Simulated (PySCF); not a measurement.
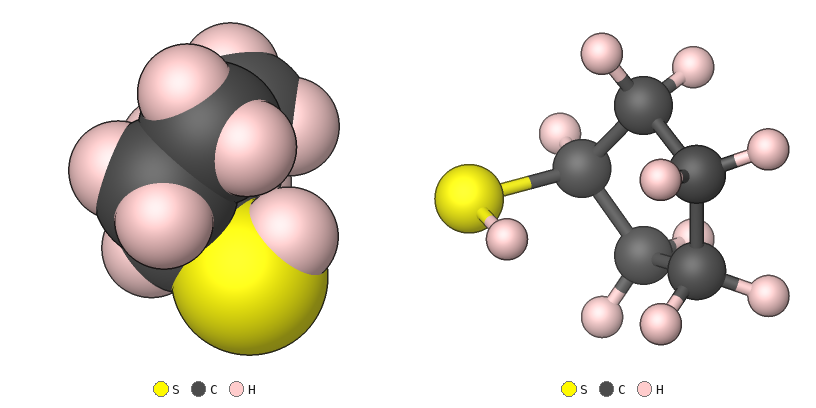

Both panels show the same species.

The geometry was computed by an optimisation with GFN2-xTB. No frequency run is at hand to confirm it as a minimum.

Identify the structure.

The molecule is C5H10S. Its SMILES string is `SC1CCCC1`. Independent rings (smallest set): 1 of 5 members. Among its groups: thiol. This geometry has Cs symmetry. Coordination: 1 S bent; 5 C tetrahedral.

The parts below concern this one geometry. Atoms keep their numbers from picture to picture.

**Shape**

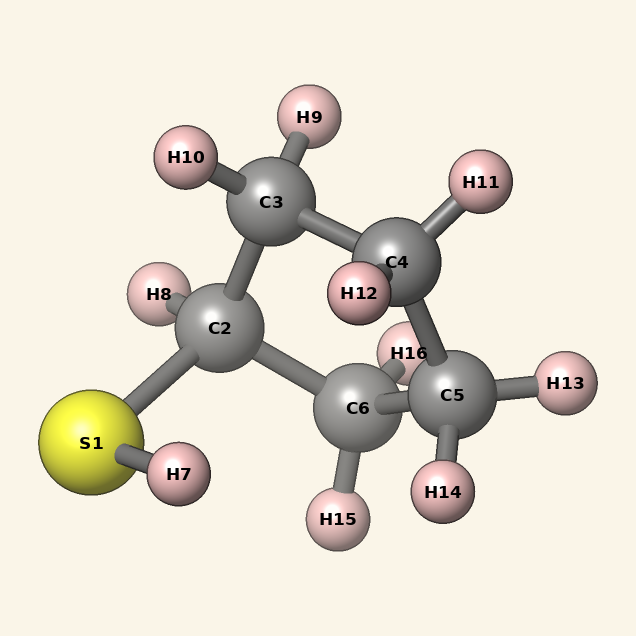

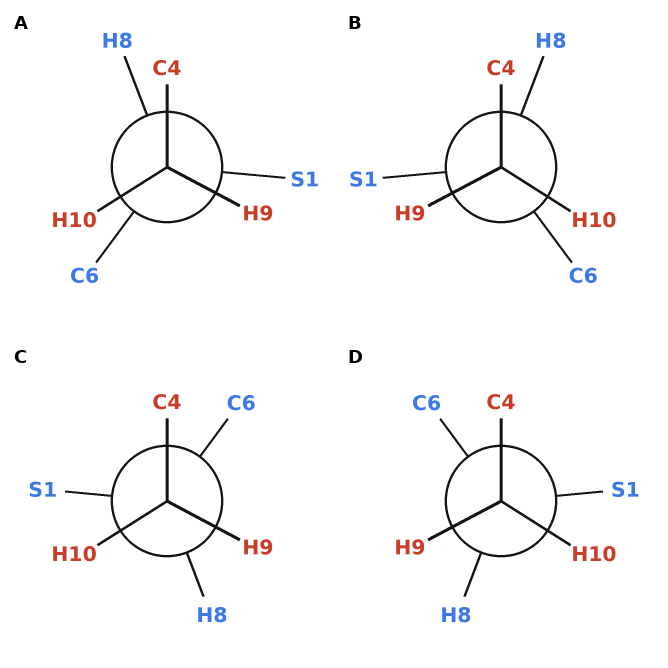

Atoms fade into the background with distance from the viewer. Bonds that would overlap in a projection are set slightly apart. No frequency run is at hand to confirm it as a minimum.

Question: Which Newman projection shows the view along C3–C2, with C3 in front?

Answer: D. The torsion angle C4–C3–C2–S1 is 85°, about perpendicular.

**NMR shielding**

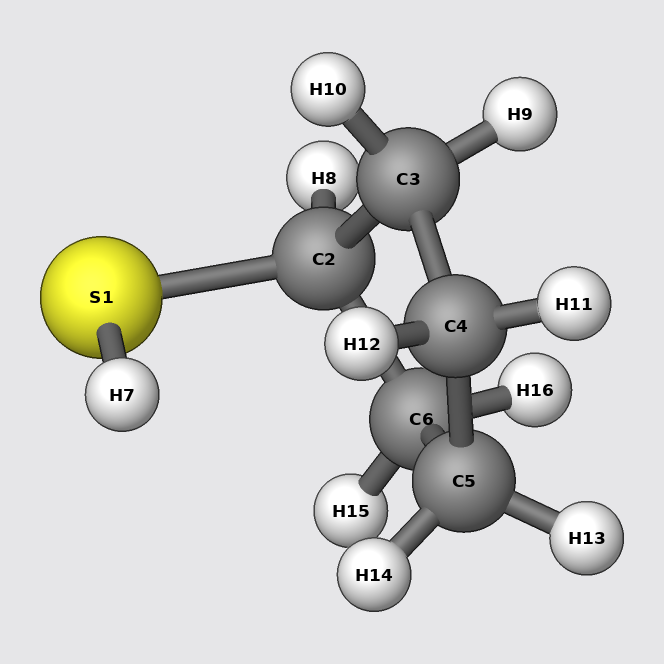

No frequency run is at hand to confirm it as a minimum. Level of theory: GIAO PBE0/pcSseg-1 NMR shielding, non-relativistic, gas phase (PySCF 2.14.0). Principal shieldings σ11 ≤ σ22 ≤ σ33, span Ω = σ33 − σ11, skew κ = 3(σiso − σ22)/Ω.

Give the shielding tensors of the S atoms.

| atom | σ11 | σ22 | σ33 | σiso | Ω | κ |
| --- | --- | --- | --- | --- | --- | --- |
| S1 | 297.2 | 569.4 | 767.9 | 544.8 | 470.7 | −0.16 |

Shieldings and span in ppm.

**Charges**

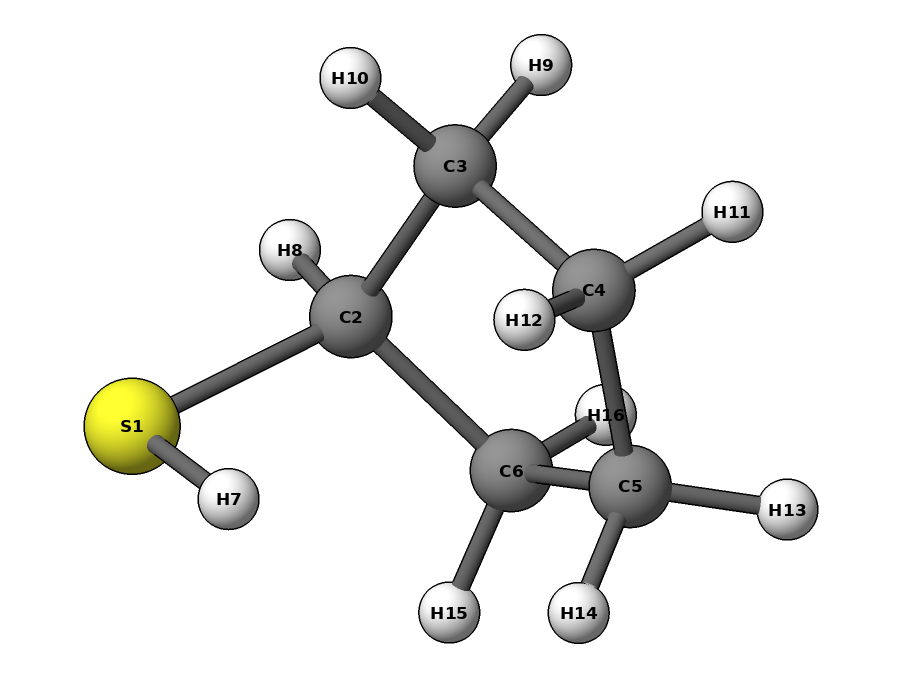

The questions are on Hirshfeld charges. No frequency run is at hand to confirm it as a minimum. Method: PBE0/pcSseg-1, gas phase (PySCF 2.14.0).

List the Hirshfeld charges.

| atom | value (e) |
| --- | --- |
| S1 | −0.07 |
| C2 | −0.02 |
| C3 | −0.08 |
| C4 | −0.07 |
| C5 | −0.07 |
| C6 | −0.08 |
| H7 | 0.05 |
| H8 | 0.04 |
| H9 | 0.04 |
| H10 | 0.03 |
| H11 | 0.04 |
| H12 | 0.03 |
| H13 | 0.04 |
| H14 | 0.03 |
| H15 | 0.03 |
| H16 | 0.04 |

**Ring current**

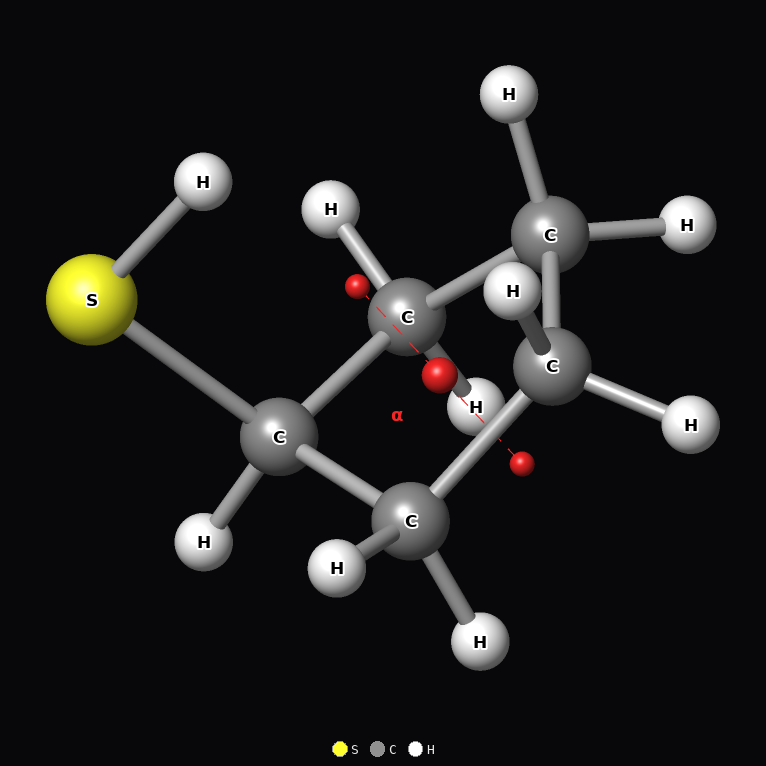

The small points mark where nucleus-independent chemical shifts (NICS) were computed: at the centre of each lettered ring and 1 Å above and below it. No frequency run is at hand to confirm it as a minimum. Level of theory: GIAO PBE0/pcSseg-1 NMR shielding, non-relativistic, gas phase (PySCF 2.14.0).

Give NICS(0), NICS(1) and the out-of-plane component NICS(1)zz for each ring (means of the two sides).

| ring | members | NICS(0) | NICS(1) | NICS(1)zz |
| --- | --- | --- | --- | --- |
| α | C5 | −5.9 | −4.6 | −7.7 |

Values in ppm.
